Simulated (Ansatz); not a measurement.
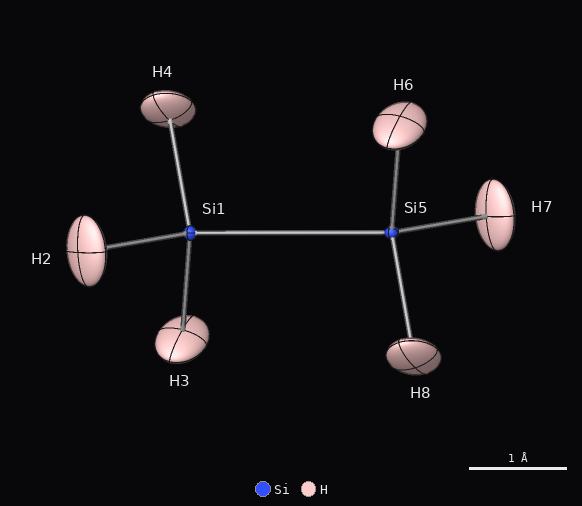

Displacement ellipsoids at the 50 % level, from the internal vibrations of the free molecule (harmonic, no overall translation or rotation; no half-axis is drawn under 0.075 Å). Vibrations computed with RKS PBE0-D4/def2-TZVP (Ansatz 0.2.0). Temperature: 200 K.

List U_eq and the three principal root-mean-square amplitudes for each kind of atom.

```tsv
atom	U_eq (Å²)	rms amplitudes (Å)
Si1, Si5	0.00034	0.012, 0.012, 0.027
H2, H3, H4, H6…	0.0321	0.086, 0.174, 0.242
```
